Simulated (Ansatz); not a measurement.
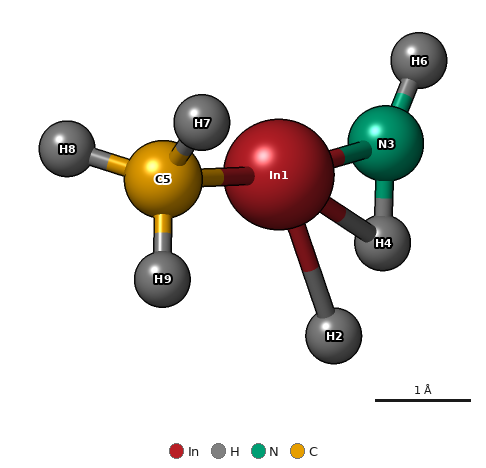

**Figure 1.** The structure as given in the input (ball-and-stick view, seen at a tilt; atoms are numbered from 1 in the order of the input). Sticks mark near contacts.

# Geometry relaxation of CH₆InN (part 1 of 2)

- system: CH₆InN
- method: RKS PBE0-D4/def2-TZVP (Ansatz 0.2.0)

The geometry is a transition state displaced along its imaginary mode. The reaction was set up to form H2–H4 and to break In1–H2 and N3–H4 (atoms counted from 1 in the order of the input); sticks are drawn by distance alone. Figures and captions count atoms from 1; the log counts them from 0 in places.

What the program printed
```
Functional definition: PBE0
  name "PBE0"
  cite "Adamo & Barone, J. Chem. Phys. 110, 6158 (1999) doi:10.1063/1.478522"
  cite "Perdew, Burke & Ernzerhof, Phys. Rev. Lett. 77, 3865 (1996) doi:10.1103/PhysRevLett.77.3865"
  parent pbe
  parameter a = 0.25
  parameter kappa = 0.804
  parameter beta = 0.06672455060314922
  exchange = (1 - a)*pbe_x(kappa = kappa, mu = beta*pi^2/3) + a*exact_x
  correlation = pbe_c(beta = beta)
1080 factors; their error is unknown
mean field evaluation 1: about -7779.2392 eV, gradient 8.4e1 eV
mean field evaluation 2: about -7732.5393 eV, gradient 1.4e2 eV
mean field evaluation 4: about -7793.7171 eV, gradient 1.2e1 eV
mean field evaluation 8: about -7794.1065 eV, gradient 1.4e-1 eV
mean field evaluation 16: about -7794.1482 eV, gradient 3.3e-4 eV
mean field -7794.14818101 eV, -286.4296625886 hartree, gradient 2.7e-5 eV, S^2 0.000000; 0 other end points of the search recorded, 0 dependent functions left out
the calculation of the forces begins
reference -7794.14822386 eV, -286.4296641633 hartree; 20, 20 occupied and 128, 128 virtual orbitals, 1080 factors
relax step   1: F+E_penalty+E_count = -7794.25626529 eV  Δ(F+E_penalty+E_count) = +0.000e0 eV  max|allowed force component| = 2.225e0 eV/Å  Δτ_max = 0.0000 Å  (28 SCF iters, accepted)
these checks for a lower state are left out or cut short: starts, cluster_reference, orbital_swaps, neighbouring_geometries, increment
1080 factors; their error is unknown
mean field -7794.91944109 eV, -286.4580058737 hartree, gradient 2.0e-5 eV, S^2 0.000000; 0 other end points of the search recorded, 0 dependent functions left out
[... from here on the field's lines of each further geometry are left out, up to the last ...]
relax step   2: F+E_penalty+E_count = -7795.02619044 eV  Δ(F+E_penalty+E_count) = -7.699e-1 eV  max|allowed force component| = 2.355e0 eV/Å  Δτ_max = 0.1967 Å  (30 SCF iters, accepted)
relax step   3: F+E_penalty+E_count = -7795.58642857 eV  Δ(F+E_penalty+E_count) = -5.602e-1 eV  max|allowed force component| = 2.740e0 eV/Å  Δτ_max = 0.1979 Å  (36 SCF iters, accepted)
relax step   4: F+E_penalty+E_count = -7795.96207569 eV  Δ(F+E_penalty+E_count) = -3.756e-1 eV  max|allowed force component| = 2.509e0 eV/Å  Δτ_max = 0.1948 Å  (30 SCF iters, accepted)
relax step   5: F+E_penalty+E_count = -7796.21139867 eV  Δ(F+E_penalty+E_count) = -2.493e-1 eV  max|allowed force component| = 1.519e0 eV/Å  Δτ_max = 0.1989 Å  (29 SCF iters, accepted)
relax step   6: F+E_penalty+E_count = -7796.39911863 eV  Δ(F+E_penalty+E_count) = -1.877e-1 eV  max|allowed force component| = 7.248e-1 eV/Å  Δτ_max = 0.2000 Å  (30 SCF iters, accepted)
relax step   7: F+E_penalty+E_count = -7796.49386389 eV  Δ(F+E_penalty+E_count) = -9.475e-2 eV  max|allowed force component| = 6.596e-1 eV/Å  Δτ_max = 0.1936 Å  (29 SCF iters, accepted)
relax step   8: F+E_penalty+E_count = -7796.54980713 eV  Δ(F+E_penalty+E_count) = -5.594e-2 eV  max|allowed force component| = 2.029e-1 eV/Å  Δτ_max = 0.1910 Å  (29 SCF iters, accepted)
relax step   9: F+E_penalty+E_count = -7796.56115034 eV  Δ(F+E_penalty+E_count) = -1.134e-2 eV  max|allowed force component| = 8.557e-2 eV/Å  Δτ_max = 0.0964 Å  (30 SCF iters, accepted)
relax step  10: F+E_penalty+E_count = -7796.56484625 eV  Δ(F+E_penalty+E_count) = -3.696e-3 eV  max|allowed force component| = 4.601e-2 eV/Å  Δτ_max = 0.0646 Å  (31 SCF iters, accepted)
relax step  11: F+E_penalty+E_count = -7796.56459845 eV  Δ(F+E_penalty+E_count) = +2.478e-4 eV  max|allowed force component| = 1.077e-1 eV/Å  Δτ_max = 0.0646 Å  (30 SCF iters, rejected (line search))
relax step  12: F+E_penalty+E_count = -7796.56599107 eV  Δ(F+E_penalty+E_count) = -1.145e-3 eV  max|allowed force component| = 3.189e-2 eV/Å  Δτ_max = 0.0299 Å  (30 SCF iters, accepted)
relax step  13: F+E_penalty+E_count = -7796.56616098 eV  Δ(F+E_penalty+E_count) = -1.699e-4 eV  max|allowed force component| = 6.358e-3 eV/Å  Δτ_max = 0.0172 Å  (31 SCF iters, accepted)
relax step  14: F+E_penalty+E_count = -7796.56624121 eV  Δ(F+E_penalty+E_count) = -8.023e-5 eV  max|allowed force component| = 2.096e-2 eV/Å  Δτ_max = 0.0215 Å  (31 SCF iters, accepted)
relax step  15: F+E_penalty+E_count = -7796.56630887 eV  Δ(F+E_penalty+E_count) = -6.766e-5 eV  max|allowed force component| = 2.462e-2 eV/Å  Δτ_max = 0.0267 Å  (31 SCF iters, accepted)
relax step  16: F+E_penalty+E_count = -7796.56638632 eV  Δ(F+E_penalty+E_count) = -7.745e-5 eV  max|allowed force component| = 3.029e-2 eV/Å  Δτ_max = 0.0163 Å  (31 SCF iters, accepted)
relax step  17: F+E_penalty+E_count = -7796.56633383 eV  Δ(F+E_penalty+E_count) = +5.249e-5 eV  max|allowed force component| = 7.070e-2 eV/Å  Δτ_max = 0.0466 Å  (30 SCF iters, rejected (line search))
relax step  18: F+E_penalty+E_count = -7796.56656851 eV  Δ(F+E_penalty+E_count) = -1.822e-4 eV  max|allowed force component| = 2.340e-2 eV/Å  Δτ_max = 0.0229 Å  (31 SCF iters, accepted)
relax step  19: F+E_penalty+E_count = -7796.56671696 eV  Δ(F+E_penalty+E_count) = -1.485e-4 eV  max|allowed force component| = 7.933e-2 eV/Å  Δτ_max = 0.0738 Å  (30 SCF iters, accepted)
relax step  20: F+E_penalty+E_count = -7796.56684266 eV  Δ(F+E_penalty+E_count) = -1.257e-4 eV  max|allowed force component| = 6.108e-2 eV/Å  Δτ_max = 0.0103 Å  (32 SCF iters, accepted)
relax step  21: F+E_penalty+E_count = -7796.56709352 eV  Δ(F+E_penalty+E_count) = -2.509e-4 eV  max|allowed force component| = 2.223e-2 eV/Å  Δτ_max = 0.0107 Å  (32 SCF iters, accepted)
relax step  22: F+E_penalty+E_count = -7796.56709460 eV  Δ(F+E_penalty+E_count) = -1.081e-6 eV  max|allowed force component| = 2.090e-2 eV/Å  Δτ_max = 0.0015 Å  (33 SCF iters, accepted)
relax step  23: F+E_penalty+E_count = -7796.56732050 eV  Δ(F+E_penalty+E_count) = -2.259e-4 eV  max|allowed force component| = 2.561e-2 eV/Å  Δτ_max = 0.0406 Å  (30 SCF iters, accepted)
relax step  24: F+E_penalty+E_count = -7796.56725362 eV  Δ(F+E_penalty+E_count) = +6.688e-5 eV  max|allowed force component| = 9.236e-2 eV/Å  Δτ_max = 0.0643 Å  (30 SCF iters, rejected (line search))
relax step  25: F+E_penalty+E_count = -7796.56757253 eV  Δ(F+E_penalty+E_count) = -2.520e-4 eV  max|allowed force component| = 8.255e-3 eV/Å  Δτ_max = 0.0313 Å  (31 SCF iters, accepted)
relax step  26: F+E_penalty+E_count = -7796.56703989 eV  Δ(F+E_penalty+E_count) = +5.326e-4 eV  max|allowed force component| = 1.364e-1 eV/Å  Δτ_max = 0.0988 Å  (30 SCF iters, rejected (line search))
relax step  27: F+E_penalty+E_count = -7796.56769809 eV  Δ(F+E_penalty+E_count) = -1.256e-4 eV  max|allowed force component| = 2.216e-2 eV/Å  Δτ_max = 0.0353 Å  (30 SCF iters, accepted)
relax step  28: F+E_penalty+E_count = -7796.56791232 eV  Δ(F+E_penalty+E_count) = -2.142e-4 eV  max|allowed force component| = 2.816e-2 eV/Å  Δτ_max = 0.0492 Å  (30 SCF iters, accepted)
relax step  29: F+E_penalty+E_count = -7796.56779300 eV  Δ(F+E_penalty+E_count) = +1.193e-4 eV  max|allowed force component| = 9.142e-2 eV/Å  Δτ_max = 0.0494 Å  (30 SCF iters, rejected (line search))
relax step  30: F+E_penalty+E_count = -7796.56809710 eV  Δ(F+E_penalty+E_count) = -1.848e-4 eV  max|allowed force component| = 3.601e-2 eV/Å  Δτ_max = 0.0240 Å  (31 SCF iters, accepted)
relax step  31: F+E_penalty+E_count = -7796.56829116 eV  Δ(F+E_penalty+E_count) = -1.941e-4 eV  max|allowed force component| = 2.074e-2 eV/Å  Δτ_max = 0.0320 Å  (30 SCF iters, accepted)
relax step  32: F+E_penalty+E_count = -7796.56833198 eV  Δ(F+E_penalty+E_count) = -4.081e-5 eV  max|allowed force component| = 4.614e-2 eV/Å  Δτ_max = 0.0352 Å  (30 SCF iters, accepted)
relax step  33: F+E_penalty+E_count = -7796.56844870 eV  Δ(F+E_penalty+E_count) = -1.167e-4 eV  max|allowed force component| = 3.769e-2 eV/Å  Δτ_max = 0.0147 Å  (32 SCF iters, accepted)
relax step  34: F+E_penalty+E_count = -7796.56854990 eV  Δ(F+E_penalty+E_count) = -1.012e-4 eV  max|allowed force component| = 2.006e-2 eV/Å  Δτ_max = 0.0180 Å  (31 SCF iters, accepted)
relax step  35: F+E_penalty+E_count = -7796.56868393 eV  Δ(F+E_penalty+E_count) = -1.340e-4 eV  max|allowed force component| = 1.416e-2 eV/Å  Δτ_max = 0.0286 Å  (31 SCF iters, accepted)
relax step  36: F+E_penalty+E_count = -7796.56648533 eV  Δ(F+E_penalty+E_count) = +2.199e-3 eV  max|allowed force component| = 2.249e-1 eV/Å  Δτ_max = 0.1182 Å  (30 SCF iters, rejected (line search))
relax step  37: F+E_penalty+E_count = -7796.56779065 eV  Δ(F+E_penalty+E_count) = +8.933e-4 eV  max|allowed force component| = 1.881e-1 eV/Å  Δτ_max = 0.0097 Å  (33 SCF iters, rejected (line search))
relax step  38: F+E_penalty+E_count = -7796.56870991 eV  Δ(F+E_penalty+E_count) = -2.598e-5 eV  max|allowed force component| = 6.069e-3 eV/Å  Δτ_max = 0.0049 Å  (32 SCF iters, accepted)
relax step  39: F+E_penalty+E_count = -7796.56878281 eV  Δ(F+E_penalty+E_count) = -7.290e-5 eV  max|allowed force component| = 1.014e-2 eV/Å  Δτ_max = 0.0264 Å  (31 SCF iters, accepted)
relax step  40: F+E_penalty+E_count = -7796.56878143 eV  Δ(F+E_penalty+E_count) = +1.379e-6 eV  max|allowed force component| = 3.991e-2 eV/Å  Δτ_max = 0.0475 Å  (30 SCF iters, rejected (line search))
relax step  41: F+E_penalty+E_count = -7796.56883897 eV  Δ(F+E_penalty+E_count) = -5.616e-5 eV  max|allowed force component| = 1.055e-2 eV/Å  Δτ_max = 0.0233 Å  (31 SCF iters, accepted)
relax step  42: F+E_penalty+E_count = -7796.56849132 eV  Δ(F+E_penalty+E_count) = +3.476e-4 eV  max|allowed force component| = 9.451e-2 eV/Å  Δτ_max = 0.0741 Å  (30 SCF iters, rejected (line search))
relax step  43: F+E_penalty+E_count = -7796.56886291 eV  Δ(F+E_penalty+E_count) = -2.394e-5 eV  max|allowed force component| = 1.140e-2 eV/Å  Δτ_max = 0.0108 Å  (32 SCF iters, accepted)
relax step  44: F+E_penalty+E_count = -7796.56880633 eV  Δ(F+E_penalty+E_count) = +5.658e-5 eV  max|allowed force component| = 4.583e-2 eV/Å  Δτ_max = 0.0365 Å  (30 SCF iters, rejected (line search))
relax step  45: F+E_penalty+E_count = -7796.56888844 eV  Δ(F+E_penalty+E_count) = -2.553e-5 eV  max|allowed force component| = 5.978e-3 eV/Å  Δτ_max = 0.0177 Å  (31 SCF iters, accepted)
relax step  46: F+E_penalty+E_count = -7796.56887678 eV  Δ(F+E_penalty+E_count) = +1.166e-5 eV  max|allowed force component| = 1.566e-2 eV/Å  Δτ_max = 0.0185 Å  (31 SCF iters, rejected (line search))
relax step  47: F+E_penalty+E_count = -7796.56891936 eV  Δ(F+E_penalty+E_count) = -3.092e-5 eV  max|allowed force component| = 4.205e-3 eV/Å  Δτ_max = 0.0091 Å  (32 SCF iters, accepted)
relax step  48: F+E_penalty+E_count = -7796.56893265 eV  Δ(F+E_penalty+E_count) = -1.329e-5 eV  max|allowed force component| = 7.099e-3 eV/Å  Δτ_max = 0.0098 Å  (32 SCF iters, accepted)
relax step  49: F+E_penalty+E_count = -7796.56894628 eV  Δ(F+E_penalty+E_count) = -1.362e-5 eV  max|allowed force component| = 1.247e-2 eV/Å  Δτ_max = 0.0147 Å  (31 SCF iters, accepted)
relax step  50: F+E_penalty+E_count = -7796.56895130 eV  Δ(F+E_penalty+E_count) = -5.023e-6 eV  max|allowed force component| = 1.715e-2 eV/Å  Δτ_max = 0.0095 Å  (32 SCF iters, accepted)
relax step  51: F+E_penalty+E_count = -7796.56895673 eV  Δ(F+E_penalty+E_count) = -5.427e-6 eV  max|allowed force component| = 1.671e-2 eV/Å  Δτ_max = 0.0047 Å  (32 SCF iters, accepted)
relax step  52: F+E_penalty+E_count = -7796.56896897 eV  Δ(F+E_penalty+E_count) = -1.224e-5 eV  max|allowed force component| = 1.022e-2 eV/Å  Δτ_max = 0.0071 Å  (32 SCF iters, accepted)
relax step  53: F+E_penalty+E_count = -7796.56896351 eV  Δ(F+E_penalty+E_count) = +5.457e-6 eV  max|allowed force component| = 1.001e-2 eV/Å  Δτ_max = 0.0239 Å  (31 SCF iters, rejected (line search))
relax step  54: F+E_penalty+E_count = -7796.56897519 eV  Δ(F+E_penalty+E_count) = -6.227e-6 eV  max|allowed force component| = 5.237e-3 eV/Å  Δτ_max = 0.0117 Å  (32 SCF iters, accepted)
the calculation of the forces begins
reference -7796.45735494 eV, -286.5145231655 hartree; 20, 20 occupied and 128, 128 virtual orbitals, 1080 factors
relax step  55: F+E_penalty+E_count = -7796.56898665 eV  Δ(F+E_penalty+E_count) = -1.146e-5 eV  max|allowed force component| = 3.328e-3 eV/Å  Δτ_max = 0.0161 Å  (31 SCF iters, accepted)
1080 factors; their error is unknown
mean field evaluation 416: about -7796.4573 eV, gradient 4.4e-3 eV
```

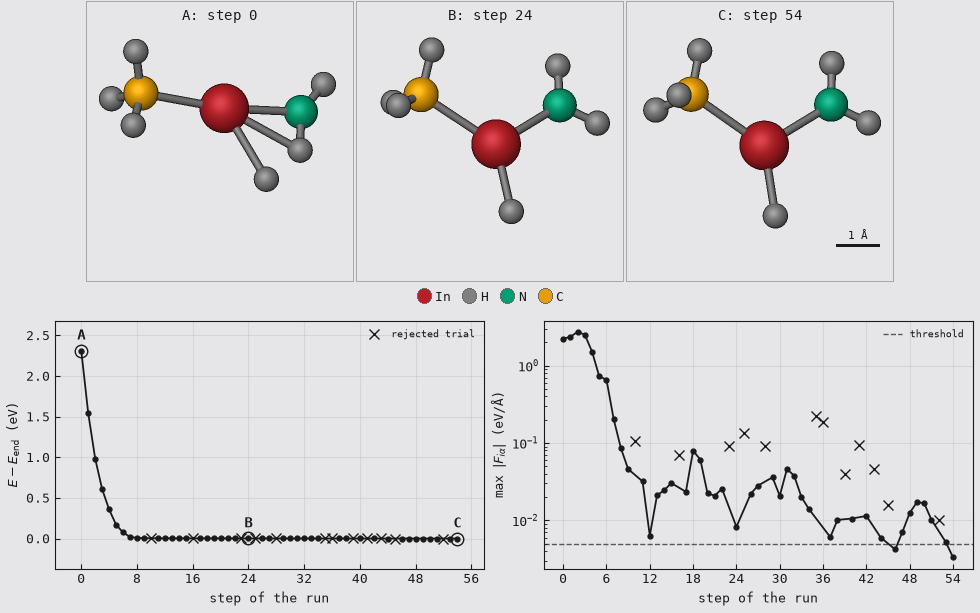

**Figure 2.** Frames of the relaxation (ball-and-stick view, seen at a tilt) above the curves, on which the letters mark them (the first geometry is step 0 here and step 1 in the log).

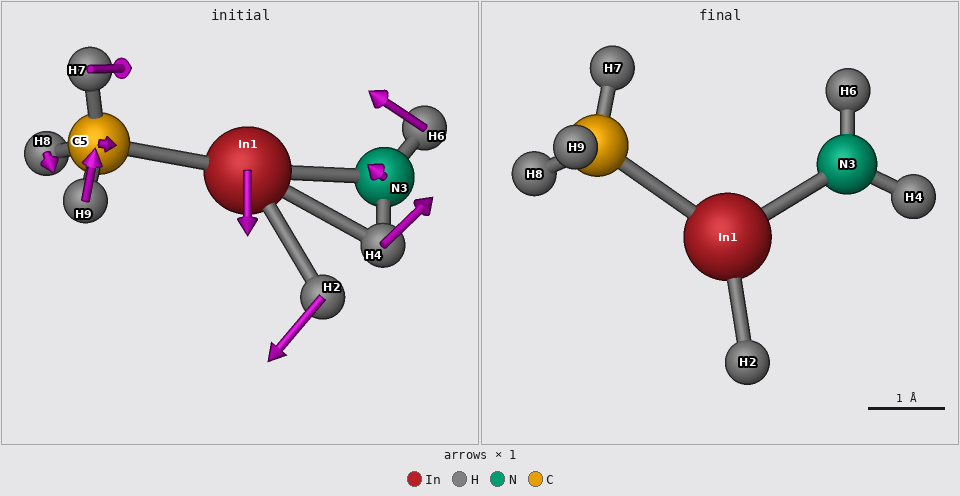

**Figure 3.** Before (left) and after (right) the relaxation, at one scale (ball-and-stick view, seen at a tilt). The pink arrows give the displacements, at true length. H2 moves most after the best rigid fit: 1.14 Å. By element the largest moves are H 1.14 Å, In 0.92 Å, N 0.35 Å, C 0.25 Å. Among the contacts that change: In1–H4 2.068 → 2.714 Å, In1–H2 2.030 → 1.717 Å, In1–N3 1.960 → 2.014 Å, N3–H4 1.046 → 1.006 Å. Among the angles that change: N3–In1–C5 171.8° → 115.1°, H2–In1–N3 66.4° → 114.3°, In1–N3–H4 80.7° → 124.5°. The energy falls by 2.313 eV in 54 geometry steps. The largest force component goes from 2.2 to 0.0033 eV/Å. The line search rejected the trial steps at points 10, 16, 23, 25, 28, 35, 36, 39 and more (counted from 0) and went back. (Atoms are counted from 1 in the order of the input.)

```
mean field -7796.45731241 eV, -286.5145216025 hartree, gradient 7.0e-6 eV, S^2 0.000000; 1 other end points of the search recorded, 0 dependent functions left out
the calculation of the forces begins
reference -7796.45735494 eV, -286.5145231655 hartree; 20, 20 occupied and 128, 128 virtual orbitals, 1080 factors
Total energy: -7796.56902918 eV, -286.5186271181 hartree
Atom 0 at    -0.408499    -0.687193    -0.271967 Å, force    -0.000481     0.000004    -0.000503 eV/Å
Atom 1 at    -1.134157    -2.182437    -0.703402 Å, force     0.000106     0.000212     0.000012 eV/Å
Atom 2 at    -1.131732     0.903419    -1.273520 Å, force     0.000643    -0.001220     0.000839 eV/Å
Atom 3 at    -1.855689     0.856608    -1.970708 Å, force    -0.000242     0.000525    -0.000193 eV/Å
Atom 4 at     1.132369    -0.240854     1.150349 Å, force     0.002409    -0.000546     0.002023 eV/Å
Atom 5 at    -0.817313     1.850116    -1.140719 Å, force    -0.000186     0.000356    -0.000456 eV/Å
Atom 6 at     1.352312     0.827002     1.149743 Å, force    -0.000437    -0.003137     0.000561 eV/Å
Atom 7 at     0.818970    -0.536685     2.153076 Å, force     0.001513     0.001463    -0.003328 eV/Å
Atom 8 at     2.043639    -0.789978     0.907147 Å, force    -0.003325     0.002344     0.001046 eV/Å
Dipole moment:     0.066406     0.081497     0.050638 e Å
```

Trajectory as extended XYZ (Å, eV, eV/Å), 24 of the 55 frames kept, from step=1 to step=55
```
9
Properties=species:S:1:pos:R:3:forces:R:3 step=1 energy=-7794.25626
In   -0.1431    0.1832   -0.1256   -0.0236  -1.3791  -0.1333
H    -1.1128   -1.2223   -1.2239    1.0698  -0.7159   1.0154
N    -1.4541    0.9327   -1.3751    0.5481   2.2251   0.7580
H    -1.5767   -0.0837   -1.5915   -1.4883   0.9861  -1.4193
C     1.3231   -0.3379    1.2978    0.0458   0.0903   0.0419
H    -1.7307    1.9054   -1.5728   -0.2761  -1.3021  -0.3957
H     2.2408    0.2318    1.1744    0.0570   0.0448   0.0480
H     0.9383   -0.2144    2.3089    0.0302   0.0286   0.0373
H     1.5151   -1.3947    1.1078    0.0371   0.0223   0.0477
9
Properties=species:S:1:pos:R:3:forces:R:3 step=3 energy=-7795.58643
In   -0.1821   -0.0316   -0.1826   -0.0050   0.0649  -0.0002
H    -0.8933   -1.3681   -1.0143    0.1260  -0.8221   0.0659
N    -1.4449    1.0203   -1.3585    0.5889  -2.6337   0.3686
H    -1.7986    0.1177   -1.7964   -0.1908   2.7395   0.0509
C     1.3251   -0.3366    1.2972   -0.0489   0.1276  -0.0683
H    -1.7230    1.9468   -1.5618   -0.5433   0.4408  -0.5189
H     2.2360    0.2474    1.1732   -0.0625   0.0506  -0.0264
H     0.9384   -0.2026    2.3075   -0.0094   0.0393  -0.0183
H     1.5424   -1.3933    1.1356    0.1449  -0.0068   0.1467
9
Properties=species:S:1:pos:R:3:forces:R:3 step=6 energy=-7796.39912
In   -0.2539   -0.3855   -0.2851   -0.0591  -0.0994  -0.0740
H    -0.8217   -1.8850   -0.9646    0.0474   0.0279   0.0507
N    -1.3430    1.0029   -1.2553   -0.3443  -0.5336  -0.4042
H    -1.9520    0.5233   -1.9248    0.2598   0.7248   0.3450
C     1.2563   -0.2989    1.2265    0.0562  -0.0825  -0.0119
H    -1.4408    2.0070   -1.2783    0.0894  -0.2264   0.0589
H     2.0551    0.4138    1.0166   -0.0752   0.0106  -0.0187
H     0.8227   -0.0690    2.2011   -0.0021   0.0337  -0.0150
H     1.6772   -1.3086    1.2639    0.0278   0.1450   0.0693
```
